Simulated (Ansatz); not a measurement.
## Abstraction of H: SiH2(NH2)2 + C2H2FSi → SiH2(NH)(NH2) + C2H3FSi

Species: SiH2(NH2)2, singlet; C2H2FSi `C#C[SiH]F`, doublet; SiH2(NH)(NH2), doublet; C2H3FSi `C#C[SiH2]F`, singlet. A radical takes H: the energy is the difference in strength between the N–H bond broken and the Si–H bond made.

Shapes, held fixed at every level: PBE0-D4/def2-TZVP. Flexible molecules stand in one conformer, not always the lowest. Programs: Ansatz 0.2.0. The zero-point and thermal change to 298 K, harmonic and unscaled (PBE0-D4/def2-TZVP), is -12.1 kJ/mol.

```json
{"level": "HF/def2-TZVPP", "kind": "Hartree–Fock", "ΔH(298 K) (kJ/mol)": "+25.6", "less CCSD(T)/CBS estimate": "-44.8", "CPU time (sum over the molecules)": "–"}
{"level": "SPW92/def2-TZVPP", "kind": "LDA", "ΔH(298 K) (kJ/mol)": "+109.1", "less CCSD(T)/CBS estimate": "+38.7", "CPU time (sum over the molecules)": "17 s"}
{"level": "PBE-D4/def2-TZVPP", "kind": "GGA", "ΔH(298 K) (kJ/mol)": "+84.4", "less CCSD(T)/CBS estimate": "+14.0", "CPU time (sum over the molecules)": "30 s"}
{"level": "r2SCAN-D4/def2-TZVPP", "kind": "meta-GGA", "ΔH(298 K) (kJ/mol)": "+72.4", "less CCSD(T)/CBS estimate": "+2.0", "CPU time (sum over the molecules)": "60 s"}
{"level": "B3LYP-D4/def2-TZVPP", "kind": "global hybrid", "ΔH(298 K) (kJ/mol)": "+68.4", "less CCSD(T)/CBS estimate": "-2.0", "CPU time (sum over the molecules)": "40 s"}
{"level": "BHLYP-D4/def2-TZVPP", "kind": "global hybrid", "ΔH(298 K) (kJ/mol)": "+55.8", "less CCSD(T)/CBS estimate": "-14.6", "CPU time (sum over the molecules)": "38 s"}
{"level": "r2SCAN0-D4/def2-TZVPP", "kind": "global hybrid", "ΔH(298 K) (kJ/mol)": "+68.9", "less CCSD(T)/CBS estimate": "-1.5", "CPU time (sum over the molecules)": "59 s"}
{"level": "CCSD(T)/CBS estimate", "kind": "coupled cluster or CI", "ΔH(298 K) (kJ/mol)": "+70.4", "less CCSD(T)/CBS estimate": "0.0", "CPU time (sum over the molecules)": "11 min"}
```

The highest level, CCSD(T)/CBS estimate, gives ΔH(298 K) = +70.4 kJ/mol; the levels span +25.6 to +109.1. The column of differences is taken from that level and isn't an error. No measured value is set beside it here. Spin contamination: C2H2FSi (⟨S²⟩ up to 0.82). Open shells run unrestricted. The CBS estimate extrapolates MP2 from def2-TZVPP and def2-QZVPP and adds CCSD(T) − MP2 in the triple-zeta set, cores frozen. Times are processor times on shared x86 and Arm servers, and rough.

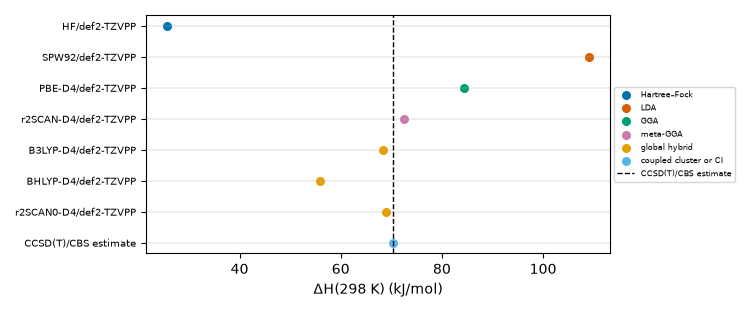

The values of the table, level by level.
